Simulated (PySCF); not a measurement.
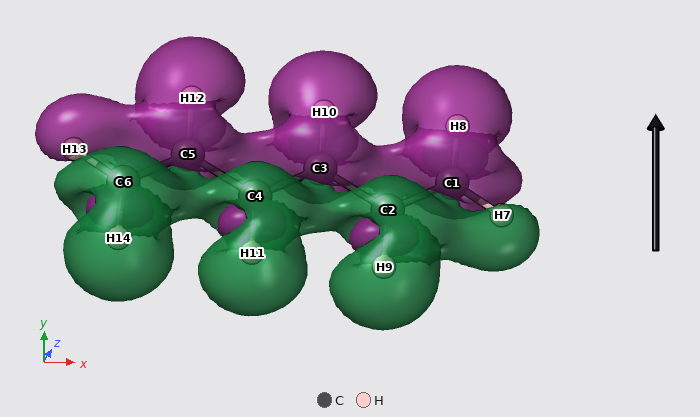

*C$_{6}$H$_{8}$, SMILES `C=CC=CC=C`. Change of the electron density in a uniform field of 0.51 V/Å along +y (arrow), surfaces at ±0.002 e/Å³ (green: gain, purple: loss).*

Method: ωB97X/def2-SVPD; geometry: GFN2-xTB; program: PySCF. No frequency check shows the geometry to be a minimum.

Input

```python
import numpy as np
from pyscf import gto, scf, dft
from pyscf.scf import atom_ks, atom_hf
from scipy.linalg import block_diag

def solve(mol, dm0=None, hcore=None):
    mf = (dft.UKS if mol.spin else dft.RKS)(mol, xc='wb97x')
    mf.grids.level = 3
    mf = mf.density_fit(auxbasis='def2-universal-jkfit')
    mf.conv_tol, mf.max_cycle = 1e-8, 80
    if hcore is not None:
        mf.get_hcore = lambda *args: hcore
    mf.kernel(dm0)
    if not mf.converged:
        mf = mf.newton().run(mf.mo_coeff, mf.mo_occ, max_cycle=30)
    assert mf.converged, 'SCF not converged'
    return mf

mol = gto.M(atom='''
C      3.04301     0.16678     0.00000
C      1.84884    -0.42218     0.00000
C      0.60263     0.29655     0.00000
C     -0.60263    -0.29655     0.00000
C     -1.84884     0.42218     0.00000
C     -3.04301    -0.16678     0.00000
H      3.95887    -0.39841     0.00000
H      3.14132     1.24006     0.00000
H      1.77813    -1.50267     0.00000
H      0.66765     1.37758     0.00000
H     -0.66765    -1.37758     0.00000
H     -1.77813     1.50267     0.00000
H     -3.95887     0.39841     0.00000
H     -3.14132    -1.24006     0.00000
''', basis='def2-svpd', charge=0, spin=0, verbose=4)
field = np.array([0.0, 0.01, 0.0])  # atomic units
mol.set_common_orig(mol.atom_charges() @ mol.atom_coords() / mol.atom_charges().sum())
mf = solve(mol)
out = dict(dm0=mf.make_rdm1(), d0=mf.dip_moment(unit='AU'), e0=mf.e_tot)
for name, sign in (('p', 1), ('m', -1)):
    h = mf.get_hcore() + sign * np.einsum('x,xij->ij', field, mol.intor('int1e_r'))
    mi = solve(mol, mf.make_rdm1(), h)
    out.update({'dm' + name: mi.make_rdm1(), 'd' + name: mi.dip_moment(unit='AU'), 'e' + name: mi.e_tot})
# spherically averaged free atoms, for the promolecule
atm = atom_ks.get_atm_nrks(mol, xc='wb97x')
pro = block_diag(*[(atm[a[0]][2] * atm[a[0]][3]) @ atm[a[0]][2].T for a in mol._atom])
np.savez('result.npz', pro=pro, **out)
```

Run with:

```sh
OMP_NUM_THREADS=1 python input.py
```

The run took 39 s on 1 thread of Intel(R) Xeon(R) 6975P-C (Granite Rapids), with other jobs on the host, peak memory 0.99 GiB.

Partitions, critical points and surface values were worked out afterwards from this run's density.

**How large is the response?**

The induced dipole is 1.67 D (+1.64 D along the field); α along this axis, from the fields in both directions, is 64 bohr³ (9.5 Å³).

**Which atoms gain and lose the most charge?**

Electrons gather most on H14 (Hirshfeld charge changes by −0.021 e) and leave H8 most (+0.020 e); 0.175 electrons are displaced in all.
